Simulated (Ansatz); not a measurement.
# AlH3Cl− (SMILES [AlH3-][Cl]): B2PLYP/STO-3G

What is the vertical singlet–triplet gap of AlH3Cl− at B2PLYP/STO-3G? 

The calculation is run with Ansatz 0.2.0.

## Step 1: The system as given

The species is AlH3Cl− (5 atoms), meant as a singlet with charge -1. As SMILES, `[AlH3-][Cl]`. Geometry: a GFN2-xTB relaxation, a rough one for these elements and not checked as a minimum.

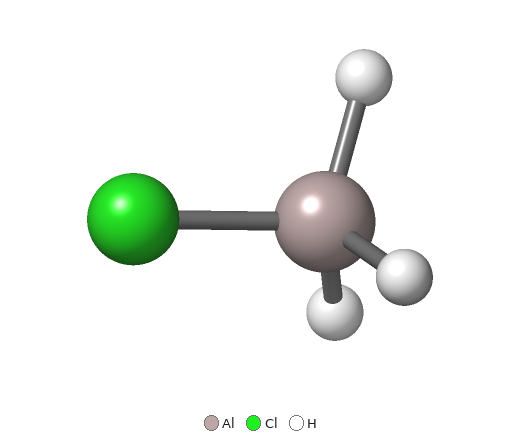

The structure, seen from a chosen angle (aluminium light grey, chlorine green, hydrogen white).

## Step 2: The energy at B2PLYP/STO-3G

Contents of run.yaml:

```yaml
crystal:
  periodic: [false, false, false]
  atoms:
    - {symbol: Al, position_ang: [0.109160, -0.000440, -0.082500]}
    - {symbol: Cl, position_ang: [-1.562720, -0.002110, 1.184250]}
    - {symbol: H, position_ang: [0.226090, 1.478490, -0.704190]}
    - {symbol: H, position_ang: [-0.160190, -1.106410, -1.218300]}
    - {symbol: H, position_ang: [1.387660, -0.369540, 0.820730]}
basis:
  gaussian: {orbitals: STO-3G}
total_charge: -1
hamiltonian: {xc: {name: B2PLYP}}
correlation: {frozen_orbitals: {Al: 5, Cl: 5, H: 0}}
accuracy: high
```

Started as:

```sh
ansatz run run.yaml --threads 1 --pin off --max-ram 2610MiB --events-out events.jsonl --progress --plain --runs-dir runs
```

The program printed:

```text
Warning: RAYON_NUM_THREADS=1 ignored (pool sized by the plan → 1); use --threads N
Functional definition: B2PLYP
  name "B2PLYP"
  parameter a = 0.53
  parameter c = 0.27
  exchange = (1 - a)*b88_x + a*exact_x
  correlation = (1 - c)*lyp_c + c*(mp2_os + mp2_ss)
362 factors; integrals over basis functions are off by at most 7.1e-9 eV
mean field evaluation 1: about -18942.2419 eV, gradient 1.8e1 eV
mean field evaluation 2: about -18942.2316 eV, gradient 1.8e1 eV
mean field evaluation 4: about -18943.4124 eV, gradient 3.0e-1 eV
mean field evaluation 8: about -18943.4110 eV, gradient 8.7e-5 eV
mean field -18943.41096106 eV, -696.1575125137 hartree, gradient 2.0e-8 eV, S^2 0.000000; 0 other end points of the search recorded, 0 dependent functions left out
10 core orbitals not correlated: weight in the atoms' cores, before any rotation towards them, 1.000 or more for the frozen orbitals, at most 0.000 for the correlated occupied ones
reference -18943.41097885 eV, -696.1575131675 hartree; 7, 7 occupied and 4, 4 virtual orbitals, 362 factors
second order -1.29278703 eV of doubles, -0.00000000 eV of singles
Total energy: -18943.76003135 eV, -696.1703406103 hartree
```

It took 2.3 s on 1 thread of Intel Xeon Platinum 8259CL at 2.50GHz (Skylake/Cascade Lake), shared host; peak memory 0.12 GiB.

## Step 3: The triplet, same level

Changes to run.yaml since step 2:

```diff
@@ -9,6 +9,12 @@
 basis:
-  gaussian: {orbitals: STO-3G}
+  gaussian:
+    orbitals: STO-3G
+magnetization:
+  spin_polarized: true
+  initial_magnetization: 2
+correlation:
+  frozen_orbitals: {Al: 5, Cl: 5, H: 0}
+accuracy: high
 total_charge: -1
-hamiltonian: {xc: {name: B2PLYP}}
-correlation: {frozen_orbitals: {Al: 5, Cl: 5, H: 0}}
-accuracy: high
+hamiltonian:
+  xc: {name: B2PLYP}
```

Started as:

```sh
ansatz run run.yaml --threads 1 --pin off --max-ram 2610MiB --events-out events.jsonl --progress --plain --runs-dir runs
```

The program printed (excerpt; [...] marks lines left out):

```text
Warning: RAYON_NUM_THREADS=1 ignored (pool sized by the plan → 1); use --threads N
[... 2 set-up lines as earlier in the session ...]
[...]
362 factors; integrals over basis functions are off by at most 7.1e-9 eV
[...]
mean field -18931.68754657 eV, -695.7266849778 hartree, gradient 2.1e-8 eV, S^2 2.003224; 2 other end points of the search recorded, 0 dependent functions left out
10 core orbitals not correlated: weight in the atoms' cores, before any rotation towards them, 0.999 or more for the frozen orbitals, at most 0.000 for the correlated occupied ones
reference -18931.68756469 eV, -695.7266856435 hartree; 8, 6 occupied and 3, 5 virtual orbitals, 362 factors
second order -1.14461448 eV of doubles, -0.00000000 eV of singles
Total energy: -18931.99661059 eV, -695.7380428711 hartree
```

It took 5.1 s on 1 thread of Intel Xeon Platinum 8259CL at 2.50GHz (Skylake/Cascade Lake), shared host; peak memory 0.15 GiB.

## Step 4: Results

At B2PLYP/STO-3G, 10 core orbitals frozen:

| quantity | value |
| --- | --- |
| singlet: total energy | -696.17034 Eh |
| triplet: total energy | -695.73804 Eh |
| triplet: ⟨S²⟩ | 2.003 |
| vertical energy of the triplet above the singlet | 11.763 eV |

**Reading.** At this shape the triplet lies 11.76 eV (271 kcal/mol) above the singlet. For an anion a state so high probably lies above electron detachment. In a minimal basis such a difference can be off by several eV, whatever the method.
